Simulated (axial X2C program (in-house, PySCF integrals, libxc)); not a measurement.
# BiF⁺: EOM-IP-CCSD levels

Wanted for BiF⁺: EOM-IP-CCSD levels, at the two-component level.

Method: two-component X2C with atomic mean-field terms, Bi dyall-cv3z, F dyall-av3z; program: an in-house X2C program for linear molecules on PySCF integrals.

All values are calculated.

## 1. Set-up

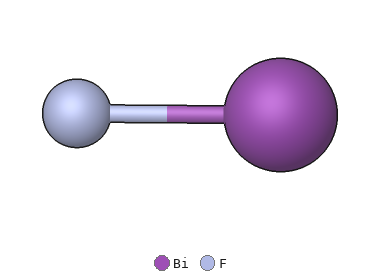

The two atoms at 2.150 Å (bismuth purple, fluorine light blue).

Contents of task.json:

```json
{"zs": [83, 9], "q": 1, "bas": ["dyall-cv3z", "dyall-av3z"], "r0": 2.15, "eom": "ip", "rq": 0, "thr": -1.0, "nmax": 95, "grid": [1, 0.96, 1.045, 0.92, 1.09, 1.15]}
```

Keys: zs atomic numbers; q charge; bas basis sets; r0 starting distance in Å; eom kind of EOM run; thr threshold in hartree for freezing inner shells (an s shell follows its p shell); nmax most natural virtual spinors; grid distances as factors.

Launch:

```sh
> python soeom.py task.json out
```

Nuclei are Gaussian, cores are contracted, and the Gaunt term is on.

## 2. EOM-IP-CCSD at 2.069 Å

Reference: the closed shell BiF; 12 electrons correlated, 94 virtual spinors; roots sought by Ω: 1/2: 4, 3/2: 3, 5/2: 1.

Output:

```text
two-component X2C + atomic mean field  HF
basis functions 209  fitting functions 1132  grid points 5078
iter        total energy     max residual
   1     -21636.458950647     1.08e+00
   2     -21636.498713985     1.36e-02
   3     -21636.499740931     4.31e-02
   4     -21636.500113339     4.32e-03
   5     -21636.500127655     8.13e-04
   6     -21636.500131595     1.23e-03
   7     -21636.500132528     1.88e-04
   8     -21636.500132768     1.68e-04
   9     -21636.500132803     7.01e-05
  10     -21636.500132809     8.40e-06
  11     -21636.500132810     5.02e-06
  12     -21636.500132810     1.11e-06
converged
one-electron -29944.28847717  Coulomb 8545.62451002  exact exchange -407.79601429  xc functional 0.00000000  nuclear repulsion 191.05624773  atomic mean-field constant -21.09639911
correlated 12  virtual 246  natural virtual 94  E(MP2) -0.356523817  MP2 remainder -0.014846722
iter   CCSD correlation   residual
   1     -0.336872086   1.50e-01
   2     -0.346637224   8.11e-02
   3     -0.350941541   4.10e-02
   4     -0.351035482   2.10e-02
   5     -0.351091459   1.06e-02
   6     -0.351192404   3.89e-03
   7     -0.351180563   1.46e-03
   8     -0.351169713   4.95e-04
   9     -0.351179108   2.16e-04
  10     -0.351174674   9.58e-05
  11     -0.351175325   3.69e-05
  12     -0.351174600   1.82e-05
  13     -0.351174593   8.94e-06
(T) -0.012256875  T1 0.0238  D1 0.0389  max T2 0.163
EOM-IP-CCSD roots
2*Omega      energy/Eh   energy/eV  one-particle weight
    1       0.32921639      8.9584      0.969
    1       0.47200817     12.8440      0.914
    1       0.48750296     13.2656      0.913
    1       0.56842290     15.4676      0.011
    3       0.45276295     12.3203      0.073
    3       0.47190740     12.8413      0.790
    3       0.64063894     17.4327      0.000
    5       0.69575732     18.9325      0.000
```

T1 in the output is the amplitude norm over the root of the electron number; divide by √2 for the Lee–Taylor value.

| Ω | vertical IE (eV) | above lowest (cm⁻¹) | spinor | weight |
| --- | --- | --- | --- | --- |
| 1/2 | 8.958 | 0 | 81% Bi pπ, 8% F pπ | 0.97 |
| 3/2 | 12.841 | 31320 | 96% F pπ | 0.79 |
| 1/2 | 12.844 | 31340 | 42% F pπ, 40% F pσ, 8% Bi pσ | 0.91 |
| 1/2 | 13.266 | 34740 | 49% F pπ, 28% F pσ, 9% Bi pπ | 0.91 |

Wall time 9.8 s (1 thread of Intel Xeon Platinum 8259CL at 2.50GHz (Skylake/Cascade Lake), shared host); peak memory 0.8 GiB.

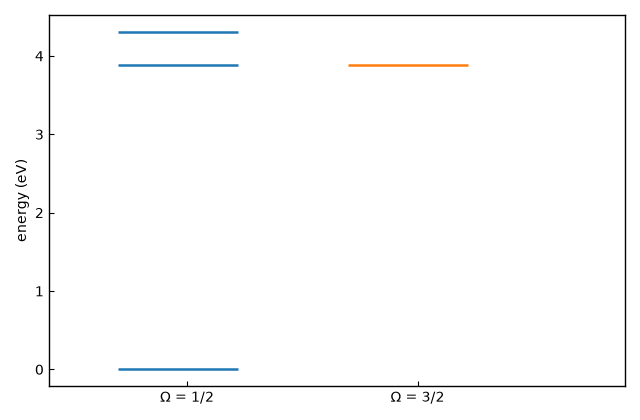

The roots by Ω, from the lowest.

## 3. EOM-IP-CCSD at 1.986 Å

| Ω | vertical IE (eV) | above lowest (cm⁻¹) | spinor | weight |
| --- | --- | --- | --- | --- |
| 1/2 | 8.773 | 0 | 81% Bi pπ, 8% F pπ | 0.97 |
| 1/2 | 13.219 | 35860 | 51% F pσ, 20% F pπ, 13% Bi sσ | 0.92 |
| 3/2 | 13.338 | 36820 | 95% F pπ | 0.89 |
| 1/2 | 13.730 | 39980 | 71% F pπ, 11% F pσ, 8% Bi pπ | 0.91 |

Wall time 12 s (1 thread of Intel Xeon Platinum 8259CL at 2.50GHz (Skylake/Cascade Lake), shared host); peak memory 0.8 GiB.

## 4. EOM-IP-CCSD at 2.162 Å

| Ω | vertical IE (eV) | above lowest (cm⁻¹) | spinor | weight |
| --- | --- | --- | --- | --- |
| 1/2 | 9.154 | 0 | 79% Bi pπ, 8% F pπ | 0.97 |
| 3/2 | 12.200 | 24570 | 96% F pπ | 0.79 |
| 1/2 | 12.368 | 25920 | 61% F pπ, 28% F pσ | 0.91 |
| 1/2 | 12.823 | 29590 | 44% F pσ, 29% F pπ, 11% Bi pσ | 0.91 |

It took 14 s on 1 thread of Intel Xeon Platinum 8259CL at 2.50GHz (Skylake/Cascade Lake), shared host; peak memory 0.84 GiB.

## 5. EOM-IP-CCSD at 1.903 Å

| Ω | vertical IE (eV) | above lowest (cm⁻¹) | spinor | weight |
| --- | --- | --- | --- | --- |
| 1/2 | 8.579 | 0 | 82% Bi pπ, 8% F pπ | 0.97 |
| 1/2 | 13.506 | 39740 | 52% F pσ, 20% Bi sσ, 15% Bi pσ | 0.92 |
| 3/2 | 13.911 | 43000 | 94% F pπ | 0.90 |
| 1/2 | 14.284 | 46020 | 83% F pπ, 8% Bi pπ | 0.91 |

Run time: 12 s. Hardware: 1 thread of Intel Xeon Platinum 8259CL at 2.50GHz (Skylake/Cascade Lake), shared host; peak memory 0.85 GiB.

## 6. EOM-IP-CCSD at 2.255 Å

| Ω | vertical IE (eV) | above lowest (cm⁻¹) | spinor | weight |
| --- | --- | --- | --- | --- |
| 1/2 | 9.333 | 0 | 76% Bi pπ, 9% F pπ, 8% F pσ | 0.96 |
| 3/2 | 11.751 | 19510 | 97% F pπ | 0.89 |
| 1/2 | 11.898 | 20690 | 69% F pπ, 23% F pσ | 0.91 |
| 1/2 | 12.424 | 24930 | 52% F pσ, 20% F pπ, 12% Bi pσ | 0.92 |

It took 15 s on 1 thread of Intel Xeon Platinum 8259CL at 2.50GHz (Skylake/Cascade Lake), shared host; peak memory 0.85 GiB.

## 7. EOM-IP-CCSD at 2.379 Å

| Ω | vertical IE (eV) | above lowest (cm⁻¹) | spinor | weight |
| --- | --- | --- | --- | --- |
| 1/2 | 9.535 | 0 | 70% Bi pπ, 13% F pσ, 10% F pπ | 0.96 |
| 3/2 | 11.187 | 13330 | 98% F pπ | 0.91 |
| 1/2 | 11.317 | 14370 | 73% F pπ, 20% F pσ | 0.91 |
| 1/2 | 11.954 | 19510 | 53% F pσ, 15% Bi pπ, 15% F pπ | 0.92 |

Run time: 14 s. Hardware: 1 thread of Intel Xeon Platinum 8259CL at 2.50GHz (Skylake/Cascade Lake), shared host; peak memory 0.85 GiB.

## 8. Curves of the states

Energies in eV from the lowest point of the lowest state; states are followed by energy order within each Ω.

| R (Å) | (1)Ω=1/2 | (2)Ω=1/2 | (3)Ω=1/2 |
| --- | --- | --- | --- |
| 1.903 | 0.0326 | 4.9596 | 5.7379 |
| 1.986 | 0.0000 | 4.4466 | 4.9572 |
| 2.069 | 0.1272 | 4.0128 | 4.4344 |
| 2.162 | 0.3898 | 3.6038 | 4.0583 |
| 2.255 | 0.7238 | 3.2888 | 3.8152 |
| 2.379 | 1.2125 | 2.9944 | 3.6315 |

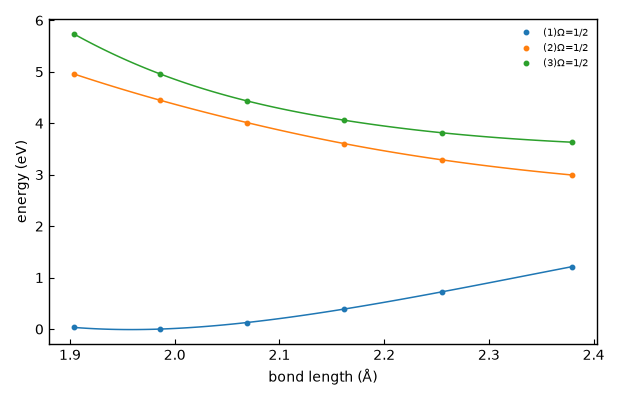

The states along the bond.

Constants where the minimum is well bracketed (masses 208.980 and 18.998 u):

| state | Te (cm⁻¹) | Re (Å) | ωe (cm⁻¹) |
| --- | --- | --- | --- |
| (1)Ω=1/2 | 0 | 1.958 | 645 |

## 9. Outcome

| quantity | value |
| --- | --- |
| lowest root at 2.069 Å | Ω = 1/2, 8.958 eV |
| next root led by one particle | Ω = 3/2, about 31320 cm⁻¹ higher |
| T1 of the reference | 0.017 |
| lowest state, Re and ωe | 1.958 Å, 645 cm⁻¹ |

Removing an electron from the reference determinant of BiF costs 8.96 eV and empties a spinor of 81% Bi pπ, 8% F pπ. Errors of 0.1 to 0.3 eV are usual at this size, and roots led by higher excitations are left out, so the list is incomplete, and low states of that kind can be missing. T1 or the largest double amplitude of the reference is raised, which lowers the reliability. The bond is 0.107 Å shorter than in the closed-shell reference at CCSD (2.065 Å).
